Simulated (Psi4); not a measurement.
**Single-point calculation of CuF2 (part 1 of 2)**

The run: single-point calculation of CuF2, multiplicity 2. Method and program: HF/CBS, UHF (Psi4 1.11).

The geometry comes from this level: GFN2-xTB.

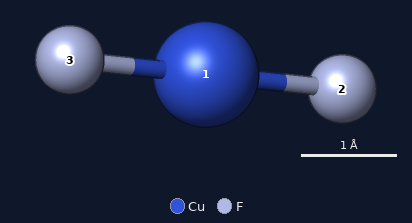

*The input geometry (ball-and-stick view, seen at a tilt; atoms are numbered from 1 in the order of the input). Sticks mark near contacts.*

## Summary

| quantity | value |
| --- | --- |
| outcome | converged |
| total energy | −1837.998772 hartree |
| ⟨S²⟩ | 0.753 |
| hardware | 1 thread of AMD EPYC (Zen 3), 24 GiB of memory available, shared host |
| wall time | 23 s |
| peak memory | 0.76 GiB |

## The input (run.py)
```python
import psi4

psi4.set_memory('1600 MB')
psi4.set_num_threads(1)
psi4.core.set_output_file('psi4.out', False)

with open('cuf2.xyz') as f:
    atoms = ''.join(f.readlines()[2:])
mol = psi4.geometry('0 2\n' + atoms + 'no_reorient\nno_com')

options = {'reference': 'uhf', 'freeze_core': True}
psi4.set_options(options)

e_tot = psi4.energy("scf/cc-pv[dt]z")
print('E =', round(e_tot, 9))
```

## File cuf2.xyz
```
3
CuF2
Cu     0.000170     0.000100    -0.000210
F     -0.016560    -0.020420     1.700130
F      0.016390     0.020320    -1.699920
```

Command:
```bash
python run.py
```

## Output
```
Psi4 1.11 release

   => Loading Basis Set <=

    Name: CC-PVTZ
    Role: ORBITAL
    Keyword: BASIS

         ---------------------------------------------------------
                                   SCF
                              UHF Reference
                        1 Threads,   1525 MiB Core
         ---------------------------------------------------------

  ==> Geometry <==

    Molecular point group: c1
    Full point group: C1

    Geometry (in Bohr), charge = 0, multiplicity = 2:

       Center              X                  Y                   Z               Mass
    ------------   -----------------  -----------------  -----------------  -----------------
         CU           0.000321253441     0.000188972613    -0.000396842486    62.929597720000
         F           -0.031293864638    -0.038588207482     3.212780077675    18.998403162730
         F            0.030972611196     0.038399234869    -3.212383235188    18.998403162730

  Running in c1 symmetry.

  Rotational constants: A = 6172453.98813  B =      0.15347  C =      0.15347 [cm^-1]
  Rotational constants: A = 185045515299.21786  B =   4601.04359  C =   4601.04347 [MHz]
  Nuclear repulsion =  175.072041457045430

  Charge       = 0
  Multiplicity = 2
  Electrons    = 47
  Nalpha       = 24
  Nbeta        = 23

  ==> Algorithm <==

  SCF Algorithm Type is DF.
  DIIS enabled.
  MOM disabled.
  Fractional occupation disabled.
  Guess Type is SAD.
  Energy threshold   = 1.00e-06
  Density threshold  = 1.00e-06
  Integral threshold = 1.00e-12

  ==> Primary Basis <==

  Basis Set: CC-PVTZ
    Blend: CC-PVTZ
    Number of shells: 40
    Number of basis functions: 128
    Number of Cartesian functions: 154
    Spherical Harmonics?: true
    Max angular momentum: 4

   => Loading Basis Set <=

    Name: (CC-PVTZ AUX)
    Role: JKFIT
    Keyword: DF_BASIS_SCF

  ==> Integral Setup <==

  DFHelper Memory: AOs need 0.056 GiB; user supplied 1.118 GiB.
  SCF_SUBTYPE=INCORE selected. In-core MEM_DF algorithm will be used.
  Using in-core AOs.

  ==> MemDFJK: Density-Fitted J/K Matrices <==

    J tasked:                   Yes
    K tasked:                   Yes
    wK tasked:                   No
    Memory [MiB]:              1144
    Algorithm:                 Core
    Schwarz Cutoff:           1E-12
    Mask sparsity (%):       3.8818
    Fitting Condition:        1E-10

   => Auxiliary Basis Set <=

  Basis Set: (CC-PVTZ AUX)
    Blend: CC-PVTZ-JKFIT + DEF2-UNIVERSAL-JKFIT
    Number of shells: 108
    Number of basis functions: 422
    Number of Cartesian functions: 569
    Spherical Harmonics?: true
    Max angular momentum: 6

  Minimum eigenvalue in the overlap matrix is 6.7430321335E-04.
  Reciprocal condition number of the overlap matrix is 1.6267226964E-04.
    Using symmetric orthogonalization.

  ==> Pre-Iterations <==

  SCF Guess: Superposition of Atomic Densities via on-the-fly atomic UHF (no occupation information).

   -------------------------
    Irrep   Nso     Nmo
   -------------------------
     A        128     128
   -------------------------
    Total     128     128
   -------------------------

  ==> Iterations <==

                           Total Energy        Delta E     RMS |[F,P]|

   @DF-UHF iter SAD: -1834.19931228058135   -1.83420e+03   0.00000e+00
   @DF-UHF iter   1: -1835.28374839579783   -1.08444e+00   3.18134e-02 ADIIS/DIIS
   @DF-UHF iter   2: -1801.72018554635883    3.35636e+01   6.14062e-02 ADIIS/DIIS
   @DF-UHF iter   3: -1837.68173156953094   -3.59615e+01   4.40988e-03 ADIIS/DIIS
   @DF-UHF iter   4: -1837.82720363110707   -1.45472e-01   2.24246e-03 ADIIS/DIIS
   @DF-UHF iter   5: -1837.86459552834708   -3.73919e-02   1.74829e-03 ADIIS/DIIS
   @DF-UHF iter   6: -1837.90571091735842   -4.11154e-02   1.54879e-03 ADIIS/DIIS
   @DF-UHF iter   7: -1837.91311598270204   -7.40507e-03   1.55316e-03 ADIIS/DIIS
   @DF-UHF iter   8: -1837.98048724679074   -6.73713e-02   2.54764e-04 ADIIS/DIIS
   @DF-UHF iter   9: -1837.97316524476196    7.32200e-03   1.07169e-03 ADIIS/DIIS
   @DF-UHF iter  10: -1837.97993962867395   -6.77438e-03   5.64871e-04 ADIIS/DIIS
   @DF-UHF iter  11: -1837.98145243907629   -1.51281e-03   3.05968e-04 ADIIS/DIIS
   @DF-UHF iter  12: -1837.98194803969545   -4.95601e-04   1.05938e-04 ADIIS/DIIS
   @DF-UHF iter  13: -1837.98200247885575   -5.44392e-05   3.02022e-05 DIIS
   @DF-UHF iter  14: -1837.98200681991761   -4.34106e-06   3.23965e-06 DIIS
   @DF-UHF iter  15: -1837.98200690041722   -8.04996e-08   1.43295e-06 DIIS
   @DF-UHF iter  16: -1837.98200691692136   -1.65041e-08   1.58840e-07 DIIS
  Energy and wave function converged.

  ==> Post-Iterations <==

   @Spin Contamination Metric:   3.204364790E-03
   @S^2 Expected:                7.500000000E-01
   @S^2 Observed:                7.532043648E-01
   @S   Expected:                5.000000000E-01
   @S   Observed:                5.000000000E-01

    Orbital Energies [Eh]
    ---------------------

    Alpha Occupied:

       1A   -329.077570     2A    -41.151145     3A    -35.962931
       4A    -35.955585     5A    -35.919900     6A    -26.232894
       7A    -26.232776     8A     -5.365471     9A     -3.706589
      10A     -3.704647    11A     -3.620116    12A     -1.520214
      13A     -1.507676    14A     -0.906380    15A     -0.845552
      16A     -0.820596    17A     -0.807438    18A     -0.798719
      19A     -0.612562    20A     -0.606603    21A     -0.602435
      22A     -0.588023    23A     -0.584946    24A     -0.574732

    Alpha Virtual:

      25A      0.033022    26A      0.071654    27A      0.074642
      28A      0.139061    29A      0.195009    30A      0.257636
      31A      0.266727    32A      0.464713    33A      0.500991
      34A      0.501084    35A      0.637819    36A      0.639442
      37A      0.650519    38A      0.751778    39A      1.030110
      40A      1.050852    41A      1.067417    42A      1.081967
      43A      1.084923    44A      1.131526    45A      1.134642
      46A      1.159318    47A      1.165340    48A      2.020034
      49A      2.042680    50A      2.113343    51A      2.143755
      52A      2.207874    53A      2.207972    54A      2.264638
      55A      2.270867    56A      2.283894    57A      2.283896
      58A      2.324939    59A      2.324944    60A      2.378402
      61A      2.679573    62A      2.694919    63A      2.714041
      64A      3.521519    65A      3.773290    66A      3.773683
      67A      3.783141    68A      3.783171    69A      3.904430
      70A      3.948406    71A      4.198380    72A      4.241780
      73A      4.549245    74A      4.600881    75A      4.758336
      76A      5.209756    77A      5.210371    78A      5.213585
      79A      5.214481    80A      5.485946    81A      5.638124
      82A      7.387502    83A      7.396963    84A      7.430002
      85A      7.430023    86A      7.430669    87A      7.430700
      88A      7.447723    89A      7.447726    90A      7.447888
      91A      7.447891    92A      7.467243    93A      7.470698
      94A      7.519644    95A      7.558725    96A      8.351985
      97A      8.352000    98A      8.486368    99A      8.545071
     100A      8.895507   101A      8.918547   102A      8.918552
     103A      8.935836   104A      8.935865   105A      8.997058
     106A      9.001096   107A      9.148287   108A      9.156891
     109A      9.388523   110A      9.836961   111A     11.551313
     112A     12.580347   113A     14.156469   114A     14.160258
     115A     14.193478   116A     14.197374   117A     14.205560
     118A     14.284006   119A     14.333944   120A     14.345220
     121A     14.360352   122A     14.363200   123A     14.373980
     124A     14.397268   125A     14.397298   126A     14.417025
     127A     14.461448   128A     14.596325

    Beta Occupied:

       1A   -329.076604     2A    -41.108229     3A    -35.908495
       4A    -35.906288     5A    -35.898461     6A    -26.230822
       7A    -26.230709     8A     -5.259449     9A     -3.590234
      10A     -3.531560    11A     -3.528889    12A     -1.514496
      13A     -1.501623    14A     -0.825814    15A     -0.778166
      16A     -0.758287    17A     -0.744344    18A     -0.610395
      19A     -0.600793    20A     -0.594492    21A     -0.586546
      22A     -0.577056    23A     -0.567267

    Beta Virtual:

      24A      0.034277    25A      0.073097    26A      0.074060
      27A      0.139010    28A      0.173186    29A      0.198081
      30A      0.261582    31A      0.265207    32A      0.465871
      33A      0.503258    34A      0.503435    35A      0.642970
      36A      0.652747    37A      0.701292    38A      0.755079
      39A      1.044378    40A      1.052029    41A      1.072538
      42A      1.085327    43A      1.088025    44A      1.135328
      45A      1.141096    46A      1.165718    47A      1.172437
      48A      2.020820    49A      2.049771    50A      2.153515
      51A      2.216716    52A      2.222264    53A      2.222365
      54A      2.270647    55A      2.271141    56A      2.285977
      57A      2.285985    58A      2.327208    59A      2.327218
      60A      2.382398    61A      2.699064    62A      2.724576
      63A      2.725737    64A      3.533135    65A      3.792417
      66A      3.792527    67A      3.841254    68A      3.841294
      69A      3.956487    70A      3.995456    71A      4.222783
      72A      4.262403    73A      4.589056    74A      4.609972
      75A      4.792883    76A      5.214817    77A      5.215649
      78A      5.218105    79A      5.218340    80A      5.487937
      81A      5.649176    82A      7.399346    83A      7.405863
      84A      7.431302    85A      7.431304    86A      7.432012
      87A      7.432022    88A      7.449906    89A      7.449906
      90A      7.450065    91A      7.450065    92A      7.469878
      93A      7.470955    94A      7.521794    95A      7.561079
      96A      8.375135    97A      8.375517    98A      8.563929
      99A      8.624880   100A      8.907032   101A      8.923185
     102A      8.923185   103A      8.940425   104A      8.940426
     105A      9.001748   106A      9.002401   107A      9.159160
     108A      9.165884   109A      9.391673   110A      9.844433
     111A     11.554095   112A     12.582784   113A     14.222073
     114A     14.223371   115A     14.277372   116A     14.277730
     117A     14.309131   118A     14.357448   119A     14.404514
     120A     14.404630   121A     14.413170   122A     14.416166
     123A     14.425711   124A     14.426192   125A     14.428639
     126A     14.431571   127A     14.483074   128A     14.655018

    Final Occupation by Irrep:
              A
    DOCC [    23 ]
    SOCC [     1 ]
    NA   [    24 ]
    NB   [    23 ]

  @DF-UHF Final Energy: -1837.98200691692136

   => Energetics <=

    Nuclear Repulsion Energy =            175.0720414570454295
    One-Electron Energy =               -2912.4735222039880682
    Two-Electron Energy =                 899.4194738300211611
    Total Energy =                      -1837.9820069169213639

  UHF NO Occupations:
  HONO-2 :   22  A 1.9996111
  HONO-1 :   23  A 1.9995533
  HONO-0 :   24  A 1.0000000
  LUNO+0 :   25  A 0.0004467
  LUNO+1 :   26  A 0.0003889
  LUNO+2 :   27  A 0.0001651
  LUNO+3 :   28  A 0.0001513

Computation Completed

Properties will be evaluated at   0.000000,   0.000000,   0.000000 [a0]

Properties computed using the SCF density matrix

 Multipole Moments:

 ------------------------------------------------------------------------------------
     Multipole            Electronic (a.u.)      Nuclear  (a.u.)        Total (a.u.)
 ------------------------------------------------------------------------------------

 L = 1.  Multiply by 2.5417464519 to convert [e a0] to [Debye]
 Dipole X            :         -0.0058121            0.0064251            0.0006130
 Dipole Y            :         -0.0034401            0.0037795            0.0003394
 Dipole Z            :          0.0067908           -0.0079368           -0.0011460
 Magnitude           :                                                    0.0013432
```
